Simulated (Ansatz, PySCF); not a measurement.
Potential energy curve for SMILES P. The P1–H4 bond (P1 also carries H, H; H4 carries nothing else) is pulled apart rigidly from the PBE0/def2-TZVP optimised geometry.

```
4

P      0.0000     0.0000     0.0000
H      1.4154    -0.0809    -0.0766
H      0.0000     1.4177    -0.0766
H      0.0000     0.0000     1.4198
```

Methods: RKS-TPSSh = restricted TPSSh/cc-pVDZ (PySCF); RCCSD = CCSD on RHF/cc-pVDZ, 5 core orbitals frozen (PySCF); RKS-PBE = restricted PBE/cc-pVDZ (Ansatz, a quantum-chemistry and plane-wave program); RCCSD(T) = CCSD(T) on RHF/cc-pVDZ, 5 core orbitals frozen (PySCF 2.14.0).

Energies are in mEh, each relative to the lowest point of its own curve near equilibrium.

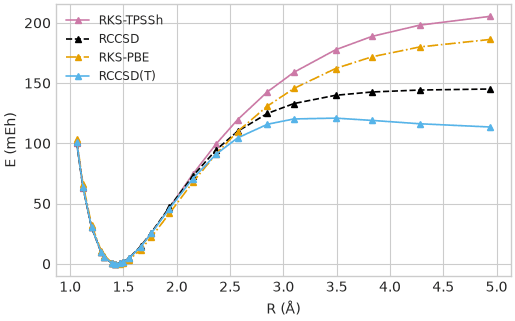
Fig. 1. Energy against bond length for each method.

| R / Å | RKS-TPSSh | RCCSD | RKS-PBE | RCCSD(T) |
|---|---|---|---|---|
| 1.06 | 100.3 | 101.1 | 103.8 | 101.4 |
| 1.12 | 63.1 | 63.5 | 66.0 | 63.7 |
| 1.20 | 30.2 | 30.3 | 32.4 | 30.5 |
| 1.29 | 9.6 | 9.6 | 11.0 | 9.7 |
| 1.32 | 5.7 | 5.6 | 6.7 | 5.7 |
| 1.39 | 0.7 | 0.6 | 1.0 | 0.7 |
| 1.42 | 0.0 | 0.0 | 0.0 | 0.0 |
| 1.47 | 0.5 | 0.6 | 0.0 | 0.5 |
| 1.50 | 1.5 | 1.7 | 0.8 | 1.6 |
| 1.55 | 4.4 | 4.6 | 3.1 | 4.5 |
| 1.66 | 14.0 | 14.5 | 11.7 | 14.1 |
| 1.76 | 25.2 | 25.8 | 22.0 | 25.2 |
| 1.93 | 46.6 | 46.8 | 41.8 | 45.7 |
| 2.15 | 74.3 | 72.9 | 67.7 | 70.8 |
| 2.37 | 99.6 | 94.6 | 91.3 | 91.0 |
| 2.57 | 119.6 | 109.9 | 109.8 | 104.5 |
| 2.85 | 142.7 | 124.8 | 130.9 | 115.8 |
| 3.10 | 159.0 | 133.0 | 145.6 | 120.2 |
| 3.49 | 177.7 | 139.9 | 162.1 | 120.9 |
| 3.83 | 188.7 | 142.6 | 171.8 | 119.0 |
| 4.28 | 198.1 | 144.2 | 180.0 | 116.2 |
| 4.94 | 205.4 | 145.1 | 186.2 | 113.6 |

At the longest distance, 4.94 Å, RKS-TPSSh lies highest above its minimum (205.4 mEh) and RCCSD(T) lowest (113.6 mEh).

The RCCSD(T) curve passes through a maximum at 3.49 Å and then falls by 7.4 mEh up to the last usable point.

The restricted form behind RKS-TPSSh, RKS-PBE keeps the bonding electrons paired and can't separate into open-shell fragments. The T1 diagnostic of CCSD on the restricted reference of RCCSD, RCCSD(T) exceeds 0.045 at 2.85 to 4.94 Å.
